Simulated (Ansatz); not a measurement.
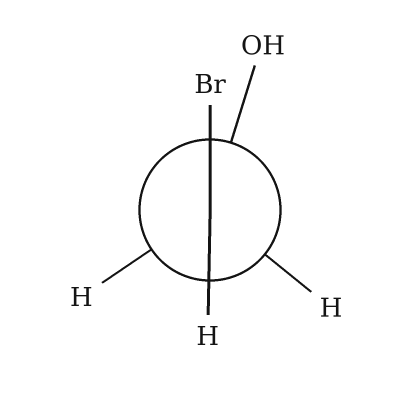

A Newman projection along the B–C bond, boron in front; angles are drawn as computed, but eclipsed bonds slightly apart. The geometry was computed by an optimisation with PBE-D4/def2-SVP. No frequency run is at hand to confirm it as a minimum.

Which molecule is it?

CH4BBrO, OCBBr

What is the torsion angle from the front Br to the back OH? The sign is positive where the front bond must turn clockwise to cover the back bond.

2°, synperiplanar (eclipsed).
